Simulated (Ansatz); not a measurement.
# A hypothetical structure for LaRuS3, part 2 of 2

This structure for LaRuS3 is made up. Its elements were placed in a known structure type with a cell scaled to their sizes. What cell does the guess relax to, and how far off was it?

Ansatz 0.2.0; DFT, PBEsol, plane-wave PAW, files of the set soft_1, scalar-relativistic, no spin, cell and ions relaxed at zero pressure; PAW set soft_1 (the session's first sound run).

So far: Set-up; Relaxation of the guess. The relaxed cell has a = 4.601 Å (conventional setting).

## (3) Electronic structure of the relaxed cell

With the geometry fixed, one more self-consistent run, with a narrower smearing and the mesh shown in its input, gives the bands, and its pressure, and its forces where symmetry allows any, show how far the geometry depends on these settings.

This step: DFT, PBEsol, plane-wave PAW, files of the set soft_1, scalar-relativistic, no spin, bands and density of states at the relaxed cell; PAW set soft_1 (Ansatz 0.2.0).

input.yaml reads:

```yaml
crystal:
  lattice:
    - [4.6014317872, 0.0, 0.0]
    - [0.0, 4.6014317872, 0.0]
    - [0.0, 0.0, 4.6014317872]
  atoms:
    - { symbol: La, position: [0.0, 0.0, 0.0] }
    - { symbol: Ru, position: [0.5, 0.5, 0.5] }
    - { symbol: S, position: [0.5, 0.0, 0.5] }
    - { symbol: S, position: [0.0, 0.5, 0.5] }
    - { symbol: S, position: [0.5, 0.5, 0.0] }
kpoints:
  mp_grid: { grid: [8, 8, 8] }
  band_path:
    path:
      - [[0.0, 0.0, 0.0], [0.0, 0.5, 0.0], [0.5, 0.5, 0.0], [0.0, 0.0, 0.0], [0.5, 0.5, 0.5], [0.0, 0.5, 0.0]]
      - [[0.5, 0.5, 0.0], [0.5, 0.5, 0.5]]
    npoints: 13
scf:
  occupations: { method: fermi_dirac, width: 0.03 }
  n_extra_bands: 9
hamiltonian:
  xc: pbesol
  pseudopotentials: { kind: paw, azcp: { folder: soft_1 }, xc_functional: pbe }
output:
  forces: true
  stress: true
  write_bands: true
  dos: { projected: true }
  write_density: true
  write_potential: true
  elf: true
  volumetric_format: npy
```

Command:

```
$ ansatz run input.yaml --threads 4 --pin off --max-ram 8192MiB --backend cpu --events-out ev --progress --plain --runs-dir out
```

Numbers of over 12 decimals in the logs are rounded to 6 here.

Output:

```text
La: projections on atomic orbitals take those of the free atom [Kr 4d10] 4f0 5s2 5p6 5d1 6s2, of charge +0.00 (hamiltonian.pseudopotentials.projection_atoms); the dataset's partial waves leave at most 1.9e-5 of an orbital's norm unspanned inside its sphere
[...]
Crystal: 5 atoms, lattice volume = 97.427 Å³
Basis set: ecut = 420 eV, 1935 PW (Γ), exchange–correlation on 64×64×64 points (8 copies of the dense FFT grid, shifted against one another)
Bands: 32, of which v1, the nominal top of the filled ones, is band 23 counted from 1 (22 counted from 0)
Symmetry: 48 space group operations
[...]
k-points: 35 of 512
[...]
SCF iter   1: F=—  HF=-14646.306657 eV  |F-HF|=—  |Δ(HF+E_count)|=         —  Δρ=3.96e-1  dr2=2.92e2  ethr=3.10e-3  ⟨swp⟩=6.1  Hψ=4960  notcnv=0
[...]
SCF iter  11: F=-14637.347110 eV  HF=-14637.347110 eV  |F-HF|=2.82e-9  |Δ(HF+E_count)|=   2.42e-7  Δρ=2.23e-6  dr2=8.32e-9  ethr=2.22e-10  ⟨swp⟩=14.2  Hψ=9776  notcnv=0
SCF 1 converged in 11 iterations: F = -14637.347110 eV  dr2 = 8.32e-9
[...]
NSCF: frozen V_eff on 80 k-points
SCF converged after 11 iterations
Free energy (F): -14637.347110 eV
[...]
Internal energy: -14637.326435 eV  (E = F + TS)
E sigma→0 (E₀):  -14637.336773 eV
Entropy (-TS):   -0.020675 eV (-4.135 meV/atom)
Fermi energy:    11.594143 eV
[...]
--- Stress (GPa, compression-positive) ---
       -0.013219       0.000000       0.000000
       -0.000000      -0.013219      -0.000000
        0.000000      -0.000000      -0.013219
  P = ⅓ Tr σ = -0.0132 GPa (-0.132 kbar)
--- Band table (eV; the first three rows and the last of 35) ---
  k-point 0: bands = [... 19 lower, 9.5050, 10.6933, 10.6933, 10.9394, 10.9394, 10.9394, 12.9366, 12.9366, ... 5 higher]
  k-point 1: bands = [... 19 lower, 9.9222, 9.9222, 10.7857, 10.9913, 10.9913, 11.6375, 13.1799, 13.2041, ... 5 higher]
  k-point 2: bands = [... 19 lower, 10.1955, 10.1955, 10.8852, 11.3007, 11.3007, 12.3166, 13.4558, 13.4575, ... 5 higher]
  k-point 34: bands = [... 19 lower, 11.2123, 11.9525, 11.9525, 11.9525, 13.4606, 13.4606, 13.4606, 13.5331, ... 5 higher]
```

Elapsed: 4.2 s, on 4 threads of Arm Neoverse V1, shared host; peak memory 0.47 GiB; 15 s of CPU time.

Numbers from this step:

```yaml
free_energy: -14637.3471 eV
energy_at_zero_smearing: -14637.3368 eV
smearing_term_ts: 0.02068 eV
fermi_energy: 11.59 eV
pressure: -0.01322 GPa
```

bands.tsv at the labelled points (eV, zero at the Fermi level; the bands that come nearest the Fermi level along the path):

```tsv
point	band 19	band 20	band 21	band 22	band 23	band 24	band 25	band 26
Γ	-2.09	-2.09	-0.90	-0.90	-0.65	-0.65	-0.65	1.34
X	-2.51	-1.39	-1.39	-0.65	0.30	0.30	1.47	1.89
M	-2.62	-0.51	-0.19	0.03	0.03	0.41	1.74	1.74
Γ	-2.09	-2.09	-0.90	-0.90	-0.65	-0.65	-0.65	1.34
R	-0.38	-0.38	0.36	0.36	0.36	1.87	1.87	1.87
X	-2.51	-1.39	-1.39	-0.65	0.30	0.30	1.47	1.89
M	-2.62	-0.51	-0.19	0.03	0.03	0.41	1.74	1.74
R	-0.38	-0.38	0.36	0.36	0.36	1.87	1.87	1.87
```

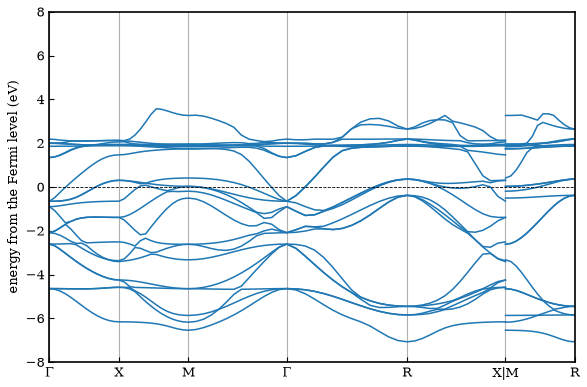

Bands along the path. 11 bands lie wholly below the window drawn.

States per cell as run, both spins, in windows of 1 eV, from dos.tsv (zero at the Fermi level):

| from | to | total |
| --- | --- | --- |
| -8 | -7 | 0.00 |
| -7 | -6 | 1.42 |
| -6 | -5 | 4.24 |
| -5 | -4 | 4.50 |
| -4 | -3 | 1.60 |
| -3 | -2 | 3.23 |
| -2 | -1 | 3.04 |
| -1 | 0 | 4.94 |
| 0 | 1 | 2.28 |
| 1 | 2 | 12.29 |

Below -8 eV lie 22.0 more states.

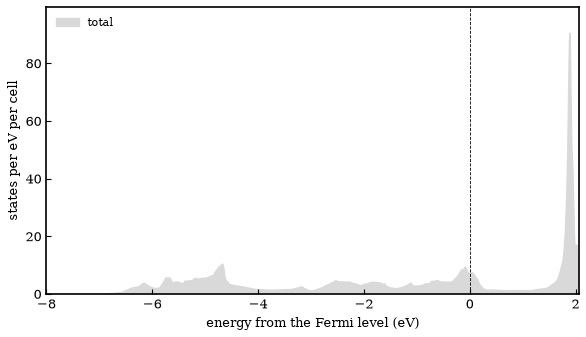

Total density of states, smoothed over about 0.04 eV.

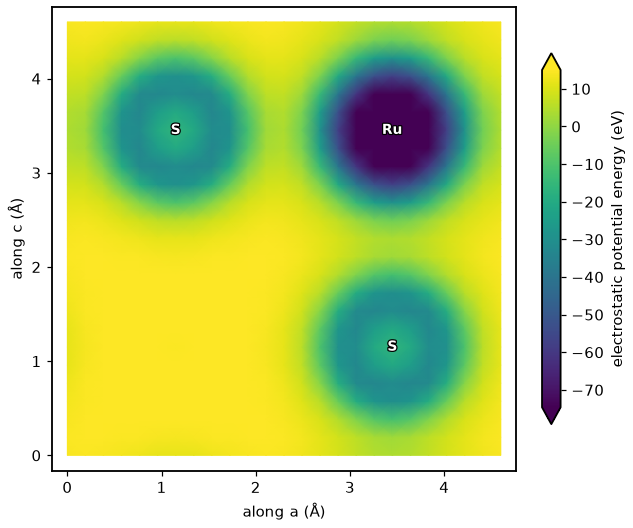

Electrostatic potential energy in the ac plane at fractional y = 0.500, with atoms of Ru and S within 0.2 Å of it. With pseudopotentials it is smooth inside the atoms' cores, unlike the true potential. The map starts off the cell's origin, so that atoms lie inside it.

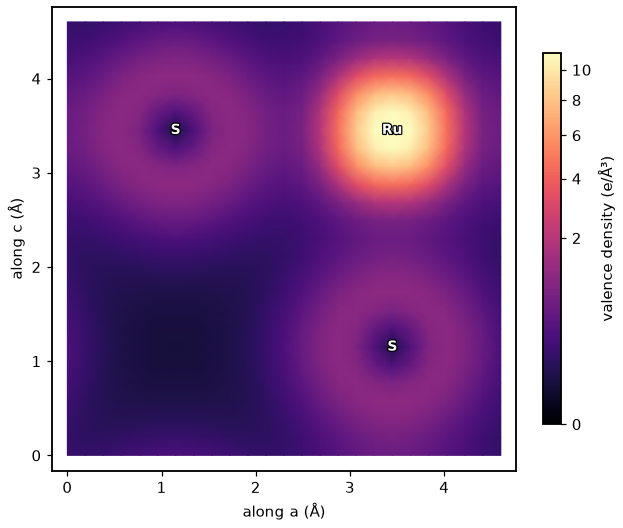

Valence density in the ac plane at fractional y = 0.500, with atoms of Ru and S within 0.2 Å of it. It is the smooth field of the valence electrons, not physical close to the nuclei. The map starts off the cell's origin, so that atoms lie inside it. The colour scale is stretched toward low values.

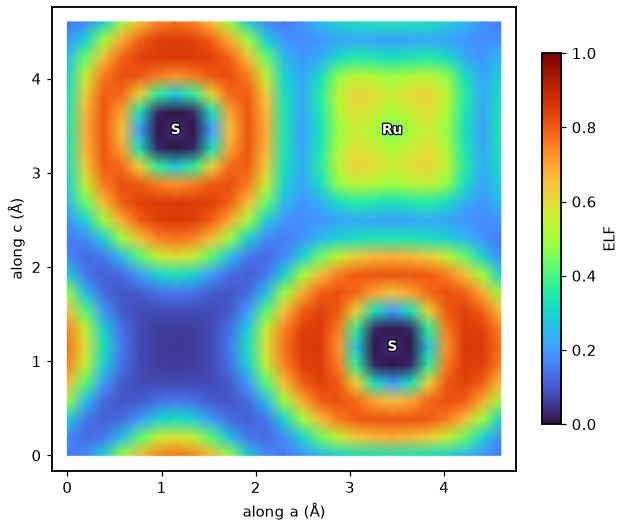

ELF in the ac plane at fractional y = 0.500, with atoms of Ru and S within 0.2 Å of it. It is the smooth field of the valence electrons, not physical close to the nuclei. The map starts off the cell's origin, so that atoms lie inside it.

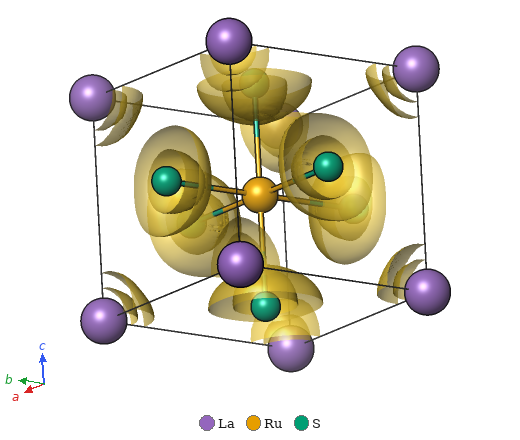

Surface of ELF = 0.8.

## (4) Outcome

| Quantity | Value |
| --- | --- |
| space group, relaxed | Pm-3m |
| conventional cell | a = 4.601, b = 4.601, c = 4.601 Å; α = 90.0°, β = 90.0°, γ = 90.0° |
| volume per atom | 19.49 Å³ (guess 20.67) |

**Reading.** LaRuS3 relaxes to Pm-3m with a = 4.601, b = 4.601 and c = 4.601 Å. The guessed volume was 6 % too large. The space group Pm-3m was held in the relaxation, so the end point is a stationary structure within it and may be a saddle against distortions or other arrangements. Bands cross the Fermi level, so it is a metal or semimetal at this level. The electron count is odd, which forces that without spin polarisation or a larger cell. On the 8×8×8 mesh with the narrower smearing (relaxed on 6×6×6) the forces vanish, as symmetry may demand, and the largest stress component is 0.013 GPa, within the relaxation's thresholds of 0.015 eV/Å and 0.05 GPa. The cutoff wasn't tested. Spin-orbit coupling is left out, which can matter for elements this heavy. No dispersion term is used, so weakly bound directions may come out too long. The runs have no spin, and magnetism wasn't tested. Nothing here tests whether the compound is stable against decomposition.

[Logs are printed without paths, hosts, clocks, repeated set-up lines and the standing remarks that a program may print on its own settings, such as how far it seeks lower states.]

[Hosts, paths, dates, database ids (printed as entryN), source tags and the programs' standing remarks are cut or masked in the printed files.]
